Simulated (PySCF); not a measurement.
# How the numerical set-up moves the result for AsF4⁻

Aim: see how much the energy and properties of AsF4⁻ depend on the numerical set-up.

The runs use PySCF 2.14.0; each script names its method and basis.

### Step 1. Starting geometry

AsF4⁻: 5 atoms, charge -1, spin multiplicity 1.

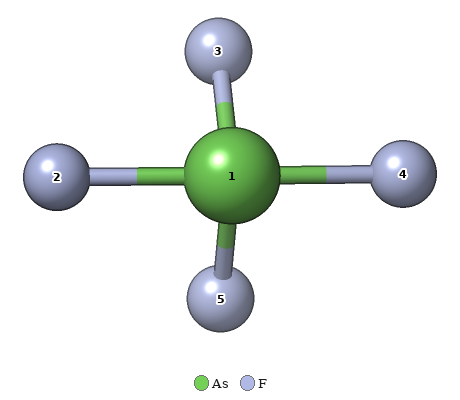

The starting geometry (arsenic green, fluorine light blue); atoms are numbered from 1 in the order of the file.

As a file:

```xyz
5
AsF4
As    0.2635    0.2134   -0.0326
F     1.0571   -0.8536    1.3237
F    -1.1694    0.2799    1.0168
F    -0.8152    1.0495   -1.3536
F    -0.1093   -1.3154   -0.8587
```

### Step 2. Base script

input.py reads:

```python
from pyscf import gto, scf, mp

mol = gto.M(
    atom='As 0.2635 0.2134 -0.0326; F 1.0571 -0.8536 1.3237; F -1.1694 0.2799 1.0168; F -0.8152 1.0495 -1.3536; F -0.1093 -1.3154 -0.8587',
    basis='cc-pvdz',
    charge=-1,
    spin=0,
    verbose=4,
)
mf = scf.RHF(mol)
mf.kernel()
mp.MP2(mf).kernel()
mf.dip_moment()
print('orbital energies (hartree):', mf.mo_energy[..., max(0, mol.nelec[1]-3):mol.nelec[0]+3].round(4))
```

The run is started by

```
$ OMP_NUM_THREADS=1 python input.py
```

The log of this run is left out.

It gives: E(SCF) = -2632.048738 Eh, 10 cycles, E(MP2) − E(SCF) = -0.90694 Eh.

The dipole of an ion depends on the origin.

### Step 3. Def2-svp

Edit 1 changes basis set: cc-pvdz → def2-svp.

Changes to input.py since step 2:

```diff
@@ -4,3 +4,3 @@
     atom='As 0.2635 0.2134 -0.0326; F 1.0571 -0.8536 1.3237; F -1.1694 0.2799 1.0168; F -0.8152 1.0495 -1.3536; F -0.1093 -1.3154 -0.8587',
-    basis='cc-pvdz',
+    basis='def2-svp',
     charge=-1,
```

The run is started by

```
$ OMP_NUM_THREADS=1 python input.py
```

What it wrote:

```text
PySCF version 2.14.0

[INPUT] verbose = 4
[INPUT] num. atoms = 5
[INPUT] num. electrons = 70
[INPUT] charge = -1
[INPUT] spin (= nelec alpha-beta = 2S) = 0
[INPUT] symmetry False subgroup None
[INPUT] Mole.unit = angstrom
[INPUT] Symbol           X                Y                Z      unit          X                Y                Z       unit  Magmom
[INPUT]  1 As     0.263500000000   0.213400000000  -0.032600000000 AA    0.497942833823   0.403267554982  -0.061605071661 Bohr   0.0
[INPUT]  2 F      1.057100000000  -0.853600000000   1.323700000000 AA    1.997629486278  -1.613070219929   2.501430471087 Bohr   0.0
[INPUT]  3 F     -1.169400000000   0.279900000000   1.016800000000 AA   -2.209845730066   0.528934342266   1.921473523458 Bohr   0.0
[INPUT]  4 F     -0.815200000000   1.049500000000  -1.353600000000 AA   -1.540504736745   1.983267567731  -2.557933282211 Bohr   0.0
[INPUT]  5 F     -0.109300000000  -1.315400000000  -0.858700000000 AA   -0.206547065415  -2.485745744253  -1.622707823164 Bohr   0.0

nuclear repulsion = 437.787234855419
number of shells = 36
number of NR pGTOs = 170
number of NR cGTOs = 88
basis = def2-svp
ecp = {}

******** <class 'pyscf.scf.hf.RHF'> ********
method = RHF
initial guess = minao
damping factor = 0
level_shift factor = 0
DIIS = <class 'pyscf.scf.diis.CDIIS'>
diis_start_cycle = 1
diis_space = 8
diis_damp = 0
SCF conv_tol = 1e-09
SCF conv_tol_grad = None
SCF max_cycles = 50
direct_scf = True
direct_scf_tol = 1e-13
Set gradient conv threshold to 3.16228e-05
Initial guess from minao.
init E= -2630.20296777808
  HOMO = -0.348276134622036  LUMO = 0.022137217258023  gap/eV = 10.07946
cycle= 1 E= -2631.28029147368  delta_E= -1.08  |g|= 0.987  |ddm|= 2.19
  HOMO = -0.187356793028909  LUMO = 0.279395693557118  gap/eV = 12.70098
cycle= 2 E= -2631.38620666726  delta_E= -0.106  |g|= 0.663  |ddm|=  1.1
  HOMO = -0.214576328930905  LUMO = 0.310109985776433  gap/eV = 14.27744
cycle= 3 E= -2631.45493921658  delta_E= -0.0687  |g|= 0.0434  |ddm|= 0.41
  HOMO = -0.21142049600465  LUMO = 0.31750273216708  gap/eV = 14.39273
cycle= 4 E= -2631.4560321502  delta_E= -0.00109  |g|= 0.0169  |ddm|= 0.103
  HOMO = -0.210765292968521  LUMO = 0.31847567305402  gap/eV = 14.40138
cycle= 5 E= -2631.45621156672  delta_E= -0.000179  |g|= 0.00592  |ddm|= 0.05
  HOMO = -0.210707850420417  LUMO = 0.318121360628928  gap/eV = 14.39018
cycle= 6 E= -2631.45623545133  delta_E= -2.39e-05  |g|= 0.00144  |ddm|= 0.0206
  HOMO = -0.210418010453075  LUMO = 0.318349193674225  gap/eV = 14.38849
cycle= 7 E= -2631.45623670975  delta_E= -1.26e-06  |g|= 0.000362  |ddm|= 0.00519
  HOMO = -0.210368592814502  LUMO = 0.318372928510814  gap/eV = 14.38779
cycle= 8 E= -2631.45623675503  delta_E= -4.53e-08  |g|= 0.000145  |ddm|= 0.000742
  HOMO = -0.210372022530374  LUMO = 0.318374070740064  gap/eV = 14.38791
cycle= 9 E= -2631.45623676017  delta_E= -5.13e-09  |g|= 2.12e-05  |ddm|= 0.00017
  HOMO = -0.210369414547944  LUMO = 0.318372908651688  gap/eV = 14.38781
cycle= 10 E= -2631.45623676041  delta_E= -2.41e-10  |g|= 4.73e-06  |ddm|= 4.9e-05
  HOMO = -0.210369960427384  LUMO = 0.318372355238677  gap/eV = 14.38781
Extra cycle  E= -2631.45623676042  delta_E= -1.64e-11  |g|= 2.09e-06  |ddm|= 7.91e-06
converged SCF energy = -2631.45623676042

******** <class 'pyscf.mp.mp2.RMP2'> ********
nocc = 35, nmo = 88
E(RMP2) = -2632.49544115994  E_corr = -1.03920439952027
E(SCS-RMP2) = -2632.44187859406  E_corr = -0.985641833631919
E_corr(same-spin) = -0.301619360529699
E_corr(oppo-spin) = -0.737585038990572

WARN: System has nonzero charge -1; the dipole moment is origin-dependent.
Location of origin: [0. 0. 0.]

Dipole moment(X, Y, Z, Debye):  1.69505,  1.37263, -0.20994
orbital energies (hartree): [-0.3642 -0.3617 -0.2104  0.3184  0.4142  0.4412]
```

Wall time 3.6 s (1 thread of Arm Neoverse N1, shared host); peak memory 0.25 GiB.

Result: E(SCF) = -2631.456237 Eh (+16.1228 eV from the base), 10 cycles, E(MP2) − E(SCF) = -1.03920 Eh.

### Step 4. Lanl2dz (core potential on)

Edit 2 changes basis set: cc-pvdz → lanl2dz; core potential: off → on. The core potential changes with it: totals don't compare.

Changes to input.py since step 2:

```diff
@@ -4,3 +4,4 @@
     atom='As 0.2635 0.2134 -0.0326; F 1.0571 -0.8536 1.3237; F -1.1694 0.2799 1.0168; F -0.8152 1.0495 -1.3536; F -0.1093 -1.3154 -0.8587',
-    basis='cc-pvdz',
+    basis='lanl2dz',
+    ecp={'As': 'lanl2dz'},
     charge=-1,
```

The run is started by

```
$ OMP_NUM_THREADS=1 python input.py
```

What it wrote:

```text
[... 4 set-up lines left out, the same as in an earlier log ...]
[INPUT] num. electrons = 42
[... 11 set-up lines left out, the same as in an earlier log ...]
nuclear repulsion = 147.309657071475
number of shells = 24
number of NR pGTOs = 112
number of NR cGTOs = 44
basis = lanl2dz
ecp = {'As': 'lanl2dz'}
[... 17 set-up lines left out, the same as in an earlier log ...]
init E= -391.126083760603
  HOMO = -0.103270338015768  LUMO = 0.188240135022941  gap/eV = 7.93240
cycle= 1 E= -403.561843332147  delta_E= -12.4  |g|= 1.23  |ddm|= 3.34
  HOMO = -0.192450220391006  LUMO = 0.241013475860026  gap/eV = 11.79515
cycle= 2 E= -403.752242206904  delta_E= -0.19  |g|= 0.798  |ddm|= 1.44
  HOMO = -0.257337961750117  LUMO = 0.257978595647881  gap/eV = 14.02248
cycle= 3 E= -403.858853024975  delta_E= -0.107  |g|= 0.041  |ddm|= 0.501
  HOMO = -0.240071503436582  LUMO = 0.275827352445397  gap/eV = 14.03832
cycle= 4 E= -403.859777697663  delta_E= -0.000925  |g|= 0.0153  |ddm|= 0.0688
  HOMO = -0.238058532439364  LUMO = 0.278214153297004  gap/eV = 14.04850
cycle= 5 E= -403.859959813126  delta_E= -0.000182  |g|= 0.00691  |ddm|= 0.0444
  HOMO = -0.237303648605042  LUMO = 0.278355077271325  gap/eV = 14.03179
cycle= 6 E= -403.859975794223  delta_E= -1.6e-05  |g|= 0.00098  |ddm|= 0.0112
  HOMO = -0.237381357906802  LUMO = 0.2782935433275  gap/eV = 14.03223
cycle= 7 E= -403.859976525664  delta_E= -7.31e-07  |g|= 0.000118  |ddm|= 0.00332
  HOMO = -0.237343240178582  LUMO = 0.278322870885226  gap/eV = 14.03199
cycle= 8 E= -403.859976534659  delta_E= -9e-09  |g|= 3.02e-05  |ddm|= 0.000271
  HOMO = -0.237348782220749  LUMO = 0.278319423703572  gap/eV = 14.03205
cycle= 9 E= -403.859976535257  delta_E= -5.98e-10  |g|= 4.16e-06  |ddm|= 6.17e-05
  HOMO = -0.237348704542757  LUMO = 0.278319708344334  gap/eV = 14.03205
Extra cycle  E= -403.859976535268  delta_E= -1.13e-11  |g|= 1.83e-06  |ddm|= 6.19e-06
converged SCF energy = -403.859976535268

******** <class 'pyscf.mp.mp2.RMP2'> ********
nocc = 21, nmo = 44
E(RMP2) = -404.40348375183  E_corr = -0.543507216562638
E(SCS-RMP2) = -404.382629228808  E_corr = -0.522652693539886
E_corr(same-spin) = -0.149487653463785
E_corr(oppo-spin) = -0.394019563098854

WARN: System has nonzero charge -1; the dipole moment is origin-dependent.
Location of origin: [0. 0. 0.]

Dipole moment(X, Y, Z, Debye):  2.43287,  1.97017, -0.30116
orbital energies (hartree): [-0.381  -0.3786 -0.2373  0.2783  0.3606  0.388 ]
```

Run time: 1.6 s. Hardware: 1 thread of Arm Neoverse N1, shared host.

Result: E(SCF) = -403.859977 Eh, 9 cycles, E(MP2) − E(SCF) = -0.54351 Eh.

### Step 5. Side by side

| run | E(SCF) (hartree) | from base (eV) | cycles | gap (eV) | functions | after the SCF |
| --- | --- | --- | --- | --- | --- | --- |
| base | -2632.048738 | 0 | 10 | 14.34 | 83 | MP2 correlation -24.679 eV |
| def2-svp | -2631.456237 | +16.1228 | 10 | 14.39 | 88 | MP2 correlation -28.278 eV |
| lanl2dz (core potential on) | -403.859977 | not comparable | 9 | 14.03 | 44 | MP2 correlation -14.790 eV |

Wall time on 1 thread of Arm Neoverse N1, shared host, start-up included: base 3.8 s; def2-svp 3.6 s; lanl2dz (core potential on) 1.6 s.

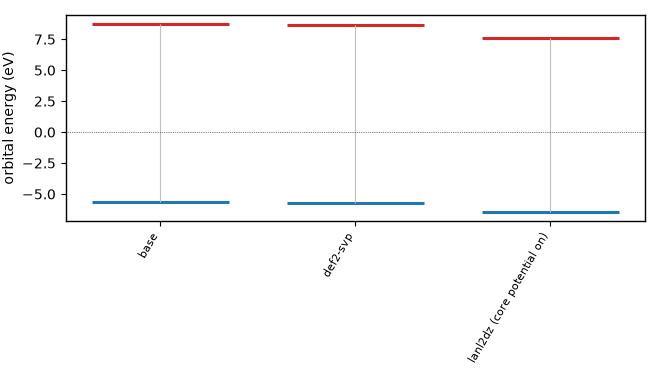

Frontier levels by run: filled blue, empty red.

def2-svp (88 functions) gives an energy 16.12 eV higher than cc-pvdz (83); size alone doesn't order basis sets of different families.
